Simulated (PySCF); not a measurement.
**One shape, several levels: AlCl (aluminium monochloride)**

Wanted: a comparison of 6 runs (B2PLYP/STO-6G, M06-2X/STO-6G, wB97X-V/STO-6G, CCSDTQ/STO-6G, NEVPT2(2,2)/STO-6G, FCI/STO-6G) of AlCl (aluminium monochloride). 

The results are computed with PySCF 2.14.0.

15 further runs of the same task are left out: 4 that didn't finish, 11 set aside as unsound or not needed.

## 1. The molecule

AlCl: 2 atoms, total charge 0, spin state singlet. SMILES: `[Al][Cl]`. The Al1–Cl2 distance was set to 3.195 Å, away from the relaxed value.

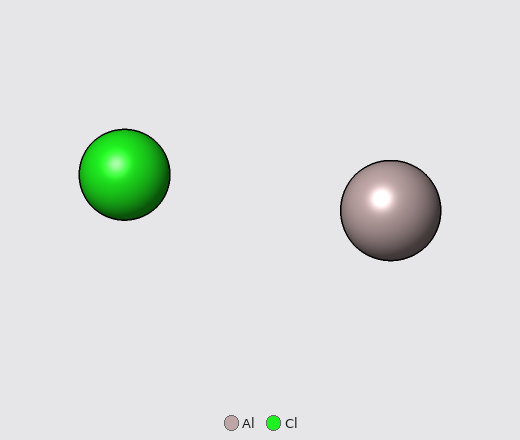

The structure, seen from a chosen angle (aluminium light grey, chlorine green).

## 2. A single-point energy at B2PLYP/STO-6G (run 1)

input.xyz reads:

```xyz
2
AlCl
Al     0.000000     0.000000    -1.065087
Cl     0.000000     0.000000     2.130113
```

run.py reads:

```python
from pyscf import gto, dft, mp

molecule = gto.Mole()
molecule.atom = 'input.xyz'
molecule.spin = 0
molecule.verbose = 4
molecule.charge = 0
molecule.basis = 'sto-6g'
molecule.max_memory = 1860
molecule.build()

ks = dft.RKS(molecule)
ks.xc = '0.53*HF + 0.47*B88, 0.73*LYP'
ks.conv_tol = 1e-10
ks.grids.level = 5
ks.kernel()
if not ks.converged:
    ks = ks.newton().run(ks.mo_coeff, ks.mo_occ)

pt = mp.MP2(ks, frozen=10).run()
e_tot = ks.e_tot + 0.27 * pt.e_corr
print('PT2 part  %.8f' % (0.27 * pt.e_corr))
print('Final energy', e_tot)
```

The run is started by

```sh
$ OMP_NUM_THREADS=1 python run.py
```

The program printed:

```text
PySCF version 2.14.0

[... 66 lines left out ...]
converged SCF energy = -699.725250669025
[... 1 line left out ...]
******** <class 'pyscf.mp.mp2.RMP2'> ********
nocc = 5, nmo = 8
frozen orbitals 10
E(RMP2) = -699.762193231146  E_corr = -0.0369425621210644
E(SCS-RMP2) = -699.768837298679  E_corr = -0.0435866296540849
E_corr(same-spin) = -0.000858974874452763
E_corr(oppo-spin) = -0.0360835872466116
PT2 part  -0.00997449
Final energy -699.7352251607974
```

Wall time 1.6 s (1 thread of Arm Neoverse V2, shared host); peak memory 0.17 GiB.

## 3. A single-point energy at M06-2X/STO-6G (run 2)

run.py reads:

```python
from pyscf import gto, dft

mol = gto.M(
    atom='''
Al   0.000000   0.000000  -1.065087
Cl   0.000000   0.000000   2.130113
''',
    charge=0,
    verbose=3,
    basis='sto-6g',
    max_memory=1860,
)

myscf = dft.RKS(mol)
myscf.xc = 'm06-2x'
myscf.conv_tol = 1e-10
myscf.grids.level = 5
myscf.kernel()
if not myscf.converged:
    myscf = myscf.newton().run(myscf.mo_coeff, myscf.mo_occ)

energy = myscf.e_tot
print('Final energy', energy)
```

The run is started by

```sh
$ OMP_NUM_THREADS=1 python run.py
```

The program printed:

```text
converged SCF energy = -699.975415902078
Final energy -699.9754159020775
```

Wall time 2 s (1 thread of Arm Neoverse V2, shared host); peak memory 0.17 GiB.

Runs 3 to 5 aren't shown in full; the table further down has their settings and results.

## 4. The energy at FCI/STO-6G (run 6)

job.py reads:

```python
from pyscf import gto, mcscf
from pyscf import fci

molecule = gto.M(
    atom='Al 0.000000 0.000000 -1.065087; Cl 0.000000 0.000000 2.130113',
    verbose=3,
    max_memory=1860,
    basis='sto-6g',
    charge=0,
)

calc0 = molecule.RHF()
calc0.conv_tol = 1e-10
calc0.kernel()
if not calc0.converged:
    calc0 = calc0.newton().run(calc0.mo_coeff, calc0.mo_occ)

cas = mcscf.CASCI(calc0, calc0.mo_coeff.shape[-1] - 10, (molecule.nelec[0] - 10, molecule.nelec[1] - 10))  # full CI above the frozen core
cas.fcisolver = fci.direct_spin0.FCI(molecule)  # even spin states alone
cas.kernel()
print('<S^2> = %.4f' % cas.fcisolver.spin_square(cas.ci, cas.ncas, cas.nelecas)[0])
energy = cas.e_tot
print('E(%s) = %.9f' % ('FCI', energy))
```

The run is started by

```sh
$ OMP_NUM_THREADS=1 python job.py
```

The program printed:

```text
converged SCF energy = -698.919153781082
CASCI E = -698.957394657871  E(CI) = -19.7856678546307  S^2 = 0.0000000
<S^2> = 0.0000
E(FCI) = -698.957394658
```

It took 0.74 s on 1 thread of Arm Neoverse V2, shared host; peak memory 0.12 GiB.

## 5. The series

| run | level | frozen core orbitals | nlc grid | energy (Eh) | dipole moment (D) of the reference | HOMO energy (eV) | LUMO energy (eV) | wall time |
| --- | --- | --- | --- | --- | --- | --- | --- | --- |
| 1 | B2PLYP/STO-6G | 10 | – | -699.735225 | 11.27 | -2.55 | 3.40 | 1.6 s |
| 2 | M06-2X/STO-6G | – | – | -699.975416 | 11.16 | -2.68 | 2.86 | 2 s |
| 3 | wB97X-V/STO-6G | – | 1 | -699.933339 | 11.24 | -3.71 | 4.26 | 6.9 s |
| 4 | CCSDTQ/STO-6G | 10 | – | -698.957395 | 12.49 | -4.23 | 5.86 | 1.8 s |
| 5 | NEVPT2(2,2)/STO-6G | – | – | -698.949529 | 12.49 | -4.23 | 5.86 | 1.1 s |
| 6 | FCI/STO-6G | 10 | – | -698.957395 | 12.49 | -4.23 | 5.86 | 0.74 s |

## 6. What came out

| quantity | value |
| --- | --- |
| run 6: total energy | -698.95739 Eh |
| run 6: dipole moment (Hartree–Fock density) | 12.49 D |
| run 6: HOMO energy (Hartree–Fock orbitals) | -4.23 eV |
| run 6: LUMO energy (Hartree–Fock orbitals) | 5.86 eV |
| run 6: HOMO–LUMO gap (Hartree–Fock orbitals) | 10.09 eV |
| run 6: correlation energy (10 core orbitals frozen) | -38.2 mEh |

In words: Against full CI in this basis: CCSDTQ +0.0 mEh. Over runs 1, 2, 3 the dipole moment (its size) runs from 11.16 D (M06-2X/STO-6G) to 11.27 D (B2PLYP/STO-6G). A double hybrid's value is that of its SCF part. Over runs 1, 2, 3 the HOMO–LUMO gap runs from 5.54 eV (M06-2X/STO-6G) to 7.96 eV (wB97X-V/STO-6G). Totals of different functionals can't be ranked against each other. In runs 1, 2, 3, 4, 5, 6 the basis is minimal, so the values are rough. All runs together took 14 s, the longest 6.9 s.
